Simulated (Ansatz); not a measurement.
**GeH4NO radical: one molecule under many settings**

How do the results and run time of GeH4NO radical respond when the settings are drawn wide?

The runs use Ansatz 0.2.0, Gaussian basis; the settings change from run to run.

**1. The relaxed structure**

The geometry comes from an earlier relaxation with PBE0-D4 in a triple-zeta def2 set; it is a stationary point, not always the lowest conformer.

7 atoms, charge 0, spin multiplicity 2.

Atoms are counted from 1 here; the program's logs count them from 0.

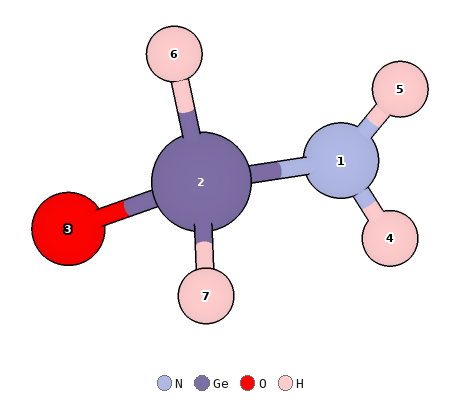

The structure; nitrogen light blue, germanium purple, oxygen red, hydrogen pink; atoms are numbered from 1 in the order of the file.

As a file:

```xyz
7

N    -1.01365    0.10046   -0.53257
Ge    0.55329   -0.08948    0.36829
O     0.81499   -1.81320    0.78791
H    -1.02820   -0.11875   -1.51611
H    -1.54873    0.93307   -0.34233
H     0.45067    0.75532    1.64540
H     1.83282    0.16459   -0.45630
```

**2. SPW92/def2-TZVPD**

Set apart from the defaults: restricted open-shell orbitals, finite nuclei, a point charge of 1.00 e beside it, the search for lower states set to light.

The input, in.yaml:

```yaml
crystal:
  periodic: [false, false, false]
  atoms:
    - {symbol: N, position_ang: [-1.013648, 0.100460, -0.532571]}
    - {symbol: Ge, position_ang: [0.553295, -0.089484, 0.368294]}
    - {symbol: O, position_ang: [0.814994, -1.813202, 0.787913]}
    - {symbol: H, position_ang: [-1.028202, -0.118748, -1.516112]}
    - {symbol: H, position_ang: [-1.548727, 0.933066, -0.342326]}
    - {symbol: H, position_ang: [0.450672, 0.755316, 1.645402]}
    - {symbol: H, position_ang: [1.832816, 0.164590, -0.456302]}
basis:
  gaussian: {orbitals: def2-TZVPD, nuclear_model: gaussian, point_charges: [{charge: 1.00, position_ang: [4.556, 0.825, -0.009]}]}
magnetization: {spin_polarized: false, initial_magnetization: 1}
hamiltonian: {xc: {name: SPW92}}
scf: {lower_state_search: light}
output: {forces: true}
```

Run with:

```console
$ ansatz run in.yaml --threads 4 --pin off --events-out ev --progress --plain --max-ram 10444MiB
```

What it wrote, shortened:

```text
Functional definition: SPW92
  name "SPW92"
  cite "Dirac, Proc. Camb. Phil. Soc. 26, 376 (1930) doi:10.1017/S0305004100016108"
  cite "Slater, Phys. Rev. 81, 385 (1951) doi:10.1103/PhysRev.81.385"
  cite "Perdew & Wang, Phys. Rev. B 45, 13244 (1992) doi:10.1103/PhysRevB.45.13244"
[...]
940 factors; their error is unknown
[...]
mean field -60006.62314453 eV, -2205.2027266116 hartree, gradient 9.9e-7 eV, S^2 0.750000; 12 other end points of the search recorded, 0 dependent functions left out
[...]
reference -60006.62319299 eV, -2205.2027283923 hartree; 26, 25 occupied and 141, 142 virtual orbitals, 940 factors
Total energy: -60006.62319299 eV, -2205.2027283923 hartree
Atom 0 at    -1.013648     0.100460    -0.532571 Å, force     0.854114    -0.215707     0.504273 eV/Å
Atom 1 at     0.553295    -0.089484     0.368294 Å, force    -1.032123    -1.038978     0.254163 eV/Å
Atom 2 at     0.814994    -1.813202     0.787913 Å, force     0.075882     0.816637    -0.191959 eV/Å
Atom 3 at    -1.028202    -0.118748    -1.516112 Å, force    -0.076113    -0.226369    -0.568305 eV/Å
Atom 4 at    -1.548727     0.933066    -0.342326 Å, force    -0.377325     0.470755     0.179949 eV/Å
Atom 5 at     0.450672     0.755316     1.645402 Å, force     0.100848     0.091866     0.059060 eV/Å
Atom 6 at     1.832816     0.164590    -0.456302 Å, force     0.788273     0.253359    -0.203404 eV/Å
Dipole moment:    -0.651008     0.535915    -0.232181 e Å
```

It took 8 s on 4 threads of Arm Neoverse V1, shared host; peak memory 0.43 GiB.

Largest force 1.486 eV/Å, dipole 4.20 D.

**3. HSE06/x2c-TZVPPall**

Set apart from the defaults: charge +1, multiplicity 1, atoms shaken by 0.15 Å, D4 dispersion.

The input, in.yaml:

```yaml
crystal:
  periodic: [false, false, false]
  atoms:
    - {symbol: N, position_ang: [-1.091915, 0.116631, -0.625006]}
    - {symbol: Ge, position_ang: [0.798959, -0.136214, 0.317548]}
    - {symbol: O, position_ang: [0.715963, -1.667075, 0.706989]}
    - {symbol: H, position_ang: [-0.770612, 0.030564, -1.402742]}
    - {symbol: H, position_ang: [-1.495415, 0.834418, -0.490824]}
    - {symbol: H, position_ang: [0.486988, 0.806110, 1.914605]}
    - {symbol: H, position_ang: [1.799560, 0.232270, -0.333150]}
basis:
  gaussian: {orbitals: x2c-TZVPPall}
total_charge: 1
hamiltonian: {xc: {name: HSE06}, dispersion: d4}
```

The command is unchanged.

What it wrote, shortened:

```text
Functional definition: HSE06
  name "HSE06"
  cite "Heyd, Scuseria & Ernzerhof, J. Chem. Phys. 118, 8207 (2003) doi:10.1063/1.1564060"
  cite "Krukau, Vydrov, Izmaylov & Scuseria, J. Chem. Phys. 125, 224106 (2006) doi:10.1063/1.2404663"
  cite "Heyd & Scuseria, J. Chem. Phys. 120, 7274 (2004) doi:10.1063/1.1668634"
  cite "Ernzerhof & Perdew, J. Chem. Phys. 109, 3313 (1998) doi:10.1063/1.476928"
  cite "Perdew, Burke & Ernzerhof, Phys. Rev. Lett. 77, 3865 (1996) doi:10.1103/PhysRevLett.77.3865"
  parent pbe
[...]
  # The whole range is PBE's own exchange, as in plane waves. The composition of these papers is wPBEh.
[...]
964 factors; their error is unknown
86 factors; integrals over basis functions are off by at most 4.7e-7 eV
[...]
mean field -60688.26690395 eV, -2230.2526727353 hartree, gradient 1.5e-5 eV, S^2 0.000000; 3 other end points of the search recorded, 0 dependent functions left out
reference -60688.26693684 eV, -2230.2526739439 hartree; 25, 25 occupied and 141, 141 virtual orbitals, 964 factors
Total energy: -60688.33900747 eV, -2230.2553224908 hartree
Relativity: scalar
```

Run time: 3.7 s. Hardware: 4 threads of Arm Neoverse V1, shared host.

**4. r2SCAN50/6-31G***

Options: multiplicity 4.

The input, in.yaml:

```yaml
crystal:
  periodic: [false, false, false]
  atoms:
    - {symbol: N, position_ang: [-1.013648, 0.100460, -0.532571]}
    - {symbol: Ge, position_ang: [0.553295, -0.089484, 0.368294]}
    - {symbol: O, position_ang: [0.814994, -1.813202, 0.787913]}
    - {symbol: H, position_ang: [-1.028202, -0.118748, -1.516112]}
    - {symbol: H, position_ang: [-1.548727, 0.933066, -0.342326]}
    - {symbol: H, position_ang: [0.450672, 0.755316, 1.645402]}
    - {symbol: H, position_ang: [1.832816, 0.164590, -0.456302]}
basis:
  gaussian: {orbitals: "6-31G*"}
magnetization: {spin_polarized: true, initial_magnetization: 3}
hamiltonian: {xc: {name: r2SCAN50}}
```

The command is unchanged.

What it wrote, shortened:

```text
Functional definition: r2SCAN50
  name "r2SCAN50"
  cite "Bursch, Neugebauer, Ehlert & Grimme, J. Chem. Phys. 156, 134105 (2022) doi:10.1063/5.0086040"
  cite "Furness, Kaplan, Ning, Perdew & Sun, J. Phys. Chem. Lett. 11, 8208 (2020) doi:10.1021/acs.jpclett.0c02405"
  cite "Furness, Kaplan, Ning, Perdew & Sun, J. Phys. Chem. Lett. 11, 9248 (2020) doi:10.1021/acs.jpclett.0c03077"
  parent r2scan
[...]
700 factors; integrals over basis functions are off by at most 6.1e-4 eV
[...]
mean field -60100.55932985 eV, -2208.6548177496 hartree, gradient 5.8e-6 eV, S^2 3.762753; 4 other end points of the search recorded, 0 dependent functions left out
reference -60100.55933886 eV, -2208.6548180809 hartree; 27, 24 occupied and 46, 49 virtual orbitals, 700 factors
Total energy: -60100.55933886 eV, -2208.6548180809 hartree
```

It took 7 s on 4 threads of Arm Neoverse V1, shared host.

⟨S²⟩ 3.763.

**5. wB97/aug-cc-pVDZ**

This run has density fitting with def2-universal-jkfit.

Changes to in.yaml since step 4:

```diff
@@ -11,4 +11,5 @@
 basis:
-  gaussian: {orbitals: "6-31G*"}
-magnetization: {spin_polarized: true, initial_magnetization: 3}
-hamiltonian: {xc: {name: r2SCAN50}}
+  gaussian: {orbitals: aug-cc-pVDZ, fitting: {mean_field: def2-universal-jkfit}}
+magnetization: {spin_polarized: true, initial_magnetization: 1}
+hamiltonian: {xc: {name: wB97}}
+output: {forces: true}
```

The command is unchanged.

What it wrote, shortened:

```text
Functional definition: wB97
  name "wB97"
  cite "Chai & Head-Gordon, J. Chem. Phys. 128, 084106 (2008) doi:10.1063/1.2834918"
  cite "Becke, J. Chem. Phys. 107, 8554 (1997) doi:10.1063/1.475007"
[...]
  # The coefficients of nought are those of the uniform gas.
[...]
      + integral(e_c_pw_opposite_spin*poly(b97_u_opposite, 1, cos1, cos2, cos3, cos4))
492 factors; integrals over basis functions are off by at most 3.6e-1 eV
492 factors; integrals over basis functions are off by at most 4.0e-3 eV
[...]
mean field -60122.04083993 eV, -2209.4442486846 hartree, gradient 8.1e-6 eV, S^2 0.754766; 2 other end points of the search recorded, 0 dependent functions left out
[...]
reference -60122.04082477 eV, -2209.4442481275 hartree; 26, 25 occupied and 92, 93 virtual orbitals, 492 factors
Total energy: -60122.04082477 eV, -2209.4442481275 hartree
Atom 0 at    -1.013648     0.100460    -0.532571 Å, force    -0.044563    -0.106435     0.037795 eV/Å
Atom 1 at     0.553295    -0.089484     0.368294 Å, force     0.239650     0.654658     0.018109 eV/Å
Atom 2 at     0.814994    -1.813202     0.787913 Å, force     0.077853    -0.599462     0.149202 eV/Å
Atom 3 at    -1.028202    -0.118748    -1.516112 Å, force    -0.038353    -0.040399    -0.212524 eV/Å
Atom 4 at    -1.548727     0.933066    -0.342326 Å, force    -0.135735     0.170143     0.021755 eV/Å
Atom 5 at     0.450672     0.755316     1.645402 Å, force     0.002057    -0.057930    -0.054644 eV/Å
Atom 6 at     1.832816     0.164590    -0.456302 Å, force    -0.100910    -0.020575     0.040306 eV/Å
Dipole moment:    -0.082714     0.587989    -0.239595 e Å
```

It took 12 s on 4 threads of Arm Neoverse V1, shared host.

Largest force 0.697 eV/Å, dipole 3.08 D, ⟨S²⟩ 0.755.

**6. rPW86-PBE/x2c-TZVPPall**

Set apart from the defaults: multiplicity 4, D3(BJ) dispersion, the search for lower states set to light.

Changes to in.yaml since step 5:

```diff
@@ -11,5 +11,5 @@
 basis:
-  gaussian: {orbitals: aug-cc-pVDZ, fitting: {mean_field: def2-universal-jkfit}}
-magnetization: {spin_polarized: true, initial_magnetization: 1}
-hamiltonian: {xc: {name: wB97}}
-output: {forces: true}
+  gaussian: {orbitals: x2c-TZVPPall}
+magnetization: {spin_polarized: true, initial_magnetization: 3}
+hamiltonian: {xc: {name: rPW86-PBE}, dispersion: d3bj}
+scf: {lower_state_search: light}
```

Launched as before.

What it wrote, shortened:

```text
Functional definition: rPW86-PBE
  name "rPW86-PBE"
  cite "Murray, Lee & Langreth, J. Chem. Theory Comput. 5, 2754 (2009) doi:10.1021/ct900365q"
  cite "Perdew, Burke & Ernzerhof, Phys. Rev. Lett. 77, 3865 (1996) doi:10.1103/PhysRevLett.77.3865"
  parent pbe
[...]
922 factors; their error is unknown
[...]
mean field -60741.72148236 eV, -2232.2170922591 hartree, gradient 6.2e-6 eV, S^2 3.757241; 10 other end points of the search recorded, 0 dependent functions left out
reference -60741.72159020 eV, -2232.2170962222 hartree; 27, 24 occupied and 139, 142 virtual orbitals, 922 factors
Total energy: -60741.82497134 eV, -2232.2208954090 hartree
Relativity: scalar
```

Run time: 21 s. Hardware: 4 threads of Arm Neoverse V1, shared host; peak memory 0.46 GiB.

⟨S²⟩ 3.757.

**7. rPW86-PBE/STO-3G**

Set apart from the defaults: density fitting with cc-pVTZ-jkfit, rVV10 dispersion, high accuracy.

Changes to in.yaml since step 6:

```diff
@@ -11,5 +11,5 @@
 basis:
-  gaussian: {orbitals: x2c-TZVPPall}
-magnetization: {spin_polarized: true, initial_magnetization: 3}
-hamiltonian: {xc: {name: rPW86-PBE}, dispersion: d3bj}
-scf: {lower_state_search: light}
+  gaussian: {orbitals: STO-3G, fitting: {mean_field: cc-pVTZ-jkfit}}
+magnetization: {spin_polarized: true, initial_magnetization: 1}
+hamiltonian: {xc: {name: rPW86-PBE}, dispersion: rvv10}
+accuracy: high
```

Same command.

What it wrote, shortened:

```text
Functional definition: rPW86-PBE+rVV10
  name "rPW86-PBE+rVV10"
  cite "Murray, Lee & Langreth, J. Chem. Theory Comput. 5, 2754 (2009) doi:10.1021/ct900365q"
  cite "Perdew, Burke & Ernzerhof, Phys. Rev. Lett. 77, 3865 (1996) doi:10.1103/PhysRevLett.77.3865"
  cite "Vydrov & Van Voorhis, J. Chem. Phys. 133, 244103 (2010) doi:10.1063/1.3521275"
  cite "Sabatini, Gorni & de Gironcoli, Phys. Rev. B 87, 041108(R) (2013) doi:10.1103/PhysRevB.87.041108"
  parent "pbe"
[...]
485 factors; integrals over basis functions are off by at most 1.8e-2 eV
[...]
mean field -59440.17693833 eV, -2184.3862124845 hartree, gradient 6.5e-8 eV, S^2 0.751818; 4 other end points of the search recorded, 0 dependent functions left out
reference -59440.17694628 eV, -2184.3862127770 hartree; 26, 25 occupied and 6, 7 virtual orbitals, 485 factors
Total energy: -59440.17694628 eV, -2184.3862127770 hartree
```

Run time: 16 s. Hardware: 4 threads of Arm Neoverse V1, shared host; peak memory 0.4 GiB.

⟨S²⟩ 0.752.

**8. wB97/def2-TZVPD**

This run has charge -1, multiplicity 1, coordinates scaled by 0.96, the search for lower states set to light.

The input, in.yaml:

```yaml
crystal:
  periodic: [false, false, false]
  atoms:
    - {symbol: N, position_ang: [-0.973102, 0.096441, -0.511268]}
    - {symbol: Ge, position_ang: [0.531163, -0.085904, 0.353562]}
    - {symbol: O, position_ang: [0.782394, -1.740674, 0.756397]}
    - {symbol: H, position_ang: [-0.987074, -0.113998, -1.455467]}
    - {symbol: H, position_ang: [-1.486778, 0.895743, -0.328633]}
    - {symbol: H, position_ang: [0.432645, 0.725103, 1.579586]}
    - {symbol: H, position_ang: [1.759504, 0.158006, -0.438049]}
basis:
  gaussian: {orbitals: def2-TZVPD}
total_charge: -1
hamiltonian: {xc: {name: wB97}}
scf: {lower_state_search: light}
output: {forces: true}
```

The command is unchanged.

What it wrote, shortened:

```text
Functional definition: wB97
  name "wB97"
  cite "Chai & Head-Gordon, J. Chem. Phys. 128, 084106 (2008) doi:10.1063/1.2834918"
  cite "Becke, J. Chem. Phys. 107, 8554 (1997) doi:10.1063/1.475007"
[...]
  # The coefficients of nought are those of the uniform gas.
[...]
      + integral(e_c_pw_opposite_spin*poly(b97_u_opposite, 1, cos1, cos2, cos3, cos4))
940 factors; their error is unknown
392 factors; integrals over basis functions are off by at most 4.1e-5 eV
[...]
mean field -60125.77866138 eV, -2209.5816110894 hartree, gradient 7.0e-5 eV, S^2 0.000000; 0 other end points of the search recorded, 0 dependent functions left out
[...]
reference -60125.77864902 eV, -2209.5816106350 hartree; 26, 26 occupied and 141, 141 virtual orbitals, 940 factors
Total energy: -60125.77864902 eV, -2209.5816106350 hartree
Atom 0 at    -0.973102     0.096441    -0.511268 Å, force    -1.663146    -0.166265    -0.049902 eV/Å
Atom 1 at     0.531163    -0.085904     0.353562 Å, force     2.270809    -3.934536     1.662944 eV/Å
Atom 2 at     0.782394    -1.740674     0.756397 Å, force    -0.152770     0.145092     0.102311 eV/Å
Atom 3 at    -0.987074    -0.113998    -1.455467 Å, force    -0.096719    -0.547924    -2.067862 eV/Å
Atom 4 at    -1.486778     0.895743    -0.328633 Å, force    -1.286981     1.812752     0.263459 eV/Å
Atom 5 at     0.432645     0.725103     1.579586 Å, force    -0.214057     1.485978     1.172260 eV/Å
Atom 6 at     1.759504     0.158006    -0.438049 Å, force     1.142866     1.204903    -1.083210 eV/Å
Dipole moment:    -0.416050     1.250386    -0.515913 e Å
```

It took 4.1 s on 4 threads of Arm Neoverse V1, shared host.

Largest force 4.838 eV/Å.

**9. LC-wPBE/6-31G***

Set apart from the defaults: restricted open-shell orbitals, atoms shaken by 0.08 Å, a grid of angular degree 11, the search for lower states set to full.

The input, in.yaml:

```yaml
crystal:
  periodic: [false, false, false]
  atoms:
    - {symbol: N, position_ang: [-1.041270, 0.183310, -0.513406]}
    - {symbol: Ge, position_ang: [0.515250, -0.101083, 0.378789]}
    - {symbol: O, position_ang: [0.815515, -1.899821, 0.858457]}
    - {symbol: H, position_ang: [-1.136137, -0.098503, -1.607223]}
    - {symbol: H, position_ang: [-1.628923, 1.022182, -0.388050]}
    - {symbol: H, position_ang: [0.423511, 0.774076, 1.586985]}
    - {symbol: H, position_ang: [1.828649, 0.165956, -0.354613]}
basis:
  gaussian: {orbitals: "6-31G*", final_grid: {core_spheres: 5, valence_spheres: 4, degree: 11}}
magnetization: {spin_polarized: false, initial_magnetization: 1}
hamiltonian: {xc: {name: LC-wPBE}}
scf: {lower_state_search: full}
```

The command is unchanged.

What it wrote, shortened:

```text
Functional definition: LC-wPBE
  name "LC-wPBE"
  cite "Vydrov & Scuseria, J. Chem. Phys. 125, 234109 (2006) doi:10.1063/1.2409292"
  cite "Heyd & Scuseria, J. Chem. Phys. 120, 7274 (2004) doi:10.1063/1.1668634"
  cite "Ernzerhof & Perdew, J. Chem. Phys. 109, 3313 (1998) doi:10.1063/1.476928"
  cite "Perdew, Burke & Ernzerhof, Phys. Rev. Lett. 77, 3865 (1996) doi:10.1103/PhysRevLett.77.3865"
  parent pbe
[...]
858 factors; their error is unknown
257 factors; integrals over basis functions are off by at most 1.4e-5 eV
[...]
mean field -60100.90414981 eV, -2208.6674896496 hartree, gradient 3.2e-6 eV, S^2 0.750000; 9 other end points of the search recorded, 0 dependent functions left out
reference -60100.90414982 eV, -2208.6674896498 hartree; 26, 25 occupied and 47, 48 virtual orbitals, 858 factors
Total energy: -60100.90414982 eV, -2208.6674896498 hartree
```

It took 3.6 s on 4 threads of Arm Neoverse V1, shared host.

**10. B97/aug-cc-pVDZ**

This run has density fitting with def2-universal-jkfit.

The input, in.yaml:

```yaml
crystal:
  periodic: [false, false, false]
  atoms:
    - {symbol: N, position_ang: [-1.013648, 0.100460, -0.532571]}
    - {symbol: Ge, position_ang: [0.553295, -0.089484, 0.368294]}
    - {symbol: O, position_ang: [0.814994, -1.813202, 0.787913]}
    - {symbol: H, position_ang: [-1.028202, -0.118748, -1.516112]}
    - {symbol: H, position_ang: [-1.548727, 0.933066, -0.342326]}
    - {symbol: H, position_ang: [0.450672, 0.755316, 1.645402]}
    - {symbol: H, position_ang: [1.832816, 0.164590, -0.456302]}
basis:
  gaussian: {orbitals: aug-cc-pVDZ, fitting: {mean_field: def2-universal-jkfit}}
magnetization: {spin_polarized: true, initial_magnetization: 1}
hamiltonian: {xc: {name: B97}}
output: {forces: true}
```

The command is unchanged.

What it wrote, shortened:

```text
Functional definition: B97
  name "B97"
  cite "Becke, J. Chem. Phys. 107, 8554 (1997) doi:10.1063/1.475007"
[...]
      + integral(e_c_pw_opposite_spin*poly(b97_u_opposite, cos0, cos1, cos2))
492 factors; integrals over basis functions are off by at most 3.6e-1 eV
[...]
mean field -60114.55763783 eV, -2209.1692460795 hartree, gradient 3.0e-7 eV, S^2 0.754434; 2 other end points of the search recorded, 0 dependent functions left out
[...]
reference -60114.55767587 eV, -2209.1692474777 hartree; 26, 25 occupied and 92, 93 virtual orbitals, 492 factors
Total energy: -60114.55767587 eV, -2209.1692474777 hartree
Atom 0 at    -1.013648     0.100460    -0.532571 Å, force    -0.301871    -0.117673    -0.032790 eV/Å
Atom 1 at     0.553295    -0.089484     0.368294 Å, force     0.272135     0.454348     0.123946 eV/Å
Atom 2 at     0.814994    -1.813202     0.787913 Å, force     0.125337    -0.610610     0.151883 eV/Å
Atom 3 at    -1.028202    -0.118748    -1.516112 Å, force    -0.032723    -0.046220    -0.293695 eV/Å
Atom 4 at    -1.548727     0.933066    -0.342326 Å, force    -0.172648     0.250456     0.021359 eV/Å
Atom 5 at     0.450672     0.755316     1.645402 Å, force     0.003235     0.057572     0.089008 eV/Å
Atom 6 at     1.832816     0.164590    -0.456302 Å, force     0.106536     0.012127    -0.059711 eV/Å
Dipole moment:    -0.095297     0.581705    -0.244940 e Å
```

Run time: 13 s. Hardware: 4 threads of Arm Neoverse V1, shared host.

Largest force 0.642 eV/Å, dipole 3.07 D, ⟨S²⟩ 0.754.

**11. The runs in one table**

```csv
level,charge,multiplicity,geometry,functions,energy (eV),time
SPW92/def2-TZVPD,0,2,"relaxed, point charge",167,-60006.623,8 s
HSE06/x2c-TZVPPall,1,1,shaken,166,-60688.339,3.7 s
r2SCAN50/6-31G*,0,4,relaxed,73,-60100.559,7 s
wB97/aug-cc-pVDZ,0,2,relaxed,118,-60122.041,12 s
rPW86-PBE/x2c-TZVPPall,0,4,relaxed,166,-60741.825,21 s
rPW86-PBE/STO-3G,0,2,relaxed,32,-59440.177,16 s
wB97/def2-TZVPD,-1,1,scaled,167,-60125.779,4.1 s
LC-wPBE/6-31G*,0,2,shaken,73,-60100.904,3.6 s
B97/aug-cc-pVDZ,0,2,relaxed,118,-60114.558,13 s
```

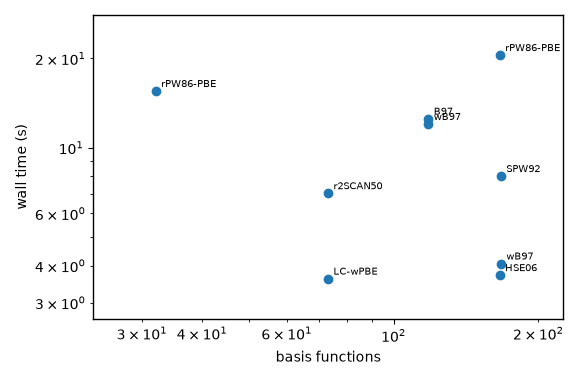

Wall time against the number of basis functions (shared host).

**12. Outcome**

```
                                         quantity                         value
                                             runs                             9
                                         quickest         LC-wPBE/6-31G*, 3.6 s
                                          slowest  rPW86-PBE/x2c-TZVPPall, 21 s
spread of total energies, same state and geometry                      681.9 eV
                  dipole, same state and geometry                3.07 to 3.08 D
```

What this shows: rPW86-PBE/x2c-TZVPPall took 6 times as long as LC-wPBE/6-31G*. The jobs differ in tasks and options as well as level. The totals spread over 682 eV; they can't be compared across methods or bases. At the PBE0-D4/def2-TZVP geometry and in the same state, the sound runs without point charges leave forces up to 0.70 eV/Å (wB97/aug-cc-pVDZ).
